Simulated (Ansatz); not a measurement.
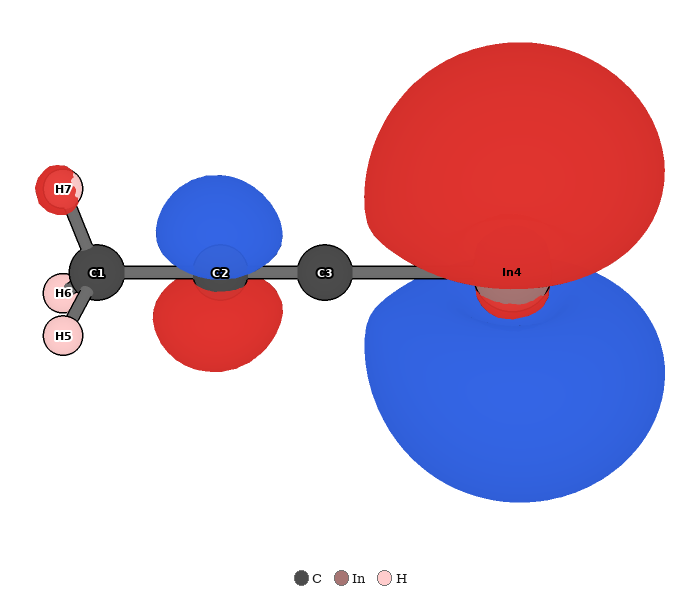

C3H3In (SMILES CC#[C][In]). The LUMO at ±0.08 Å⁻³ᐟ² (red and blue are the two phases), seen from one side.

Geometry: PBE0-D3(BJ)/def2-SVP; core potentials replace the inner electrons of In.

Level of theory: isolated molecule in a Gaussian basis; Kohn-Sham density functional theory, functional PBE0 in Ansatz 0.2.0.

```yaml
atoms:
  - { symbol: C, position_ang: [-0.3723, -0.4333, 1.0085] }
  - { symbol: C, position_ang: [-0.3288, 0.8774, 0.3819] }
  - { symbol: C, position_ang: [-0.2909, 1.9863, -0.1482] }
  - { symbol: In, position_ang: [-0.2279, 3.9762, -1.0983] }
  - { symbol: H, position_ang: [-0.7175, -0.3651, 2.0527] }
  - { symbol: H, position_ang: [0.6233, -0.9052, 1.0157] }
  - { symbol: H, position_ang: [-1.0586, -1.1089, 0.4731] }
```

**What is the character of this orbital?**

It lies mainly on In4 (about 85 %). Its energy is −1.62 eV.
